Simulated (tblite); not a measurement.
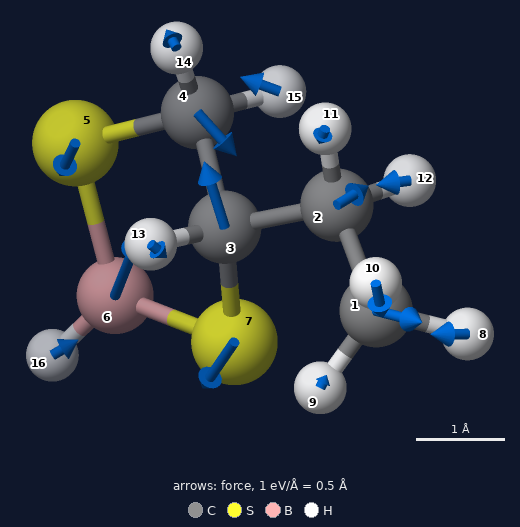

Starting geometry of C₄H₉BS₂ with the computed forces as blue arrows. Style: ball-and-stick. Shown from a free direction.

Computed with GFN2-xTB geometry optimisation, gas phase in tblite 0.8.0. 

Q: What follows when this structure is relaxed?

A: It isn't relaxed: the largest force vector, on B6, is 2.88 eV/Å. The final displacements have little in common with the starting forces (cosine between the two patterns 0.26). The largest move after the best rigid fit is that of H10, 0.83 Å. By element the largest moves are H 0.83 Å, B 0.28 Å, S 0.21 Å, C 0.19 Å. Among the contacts that change: B6–S7 1.895 → 1.770 Å, S5–B6 1.889 → 1.775 Å, C3–S7 1.788 → 1.858 Å, C1–H10 1.122 → 1.088 Å. Among the angles between lasting bonds that change: S5–B6–S7 103.2° → 116.0°, C3–C4–H15 104.5° → 110.9°, S7–B6–H16 128.4° → 122.0°. Groups turn about C1–C2 by about 55°. After 112 geometry steps the energy has fallen by 86.3 kJ/mol. Cost: 0.99 s on 1 thread of Intel(R) Xeon(R) Platinum 8488C (shared host).
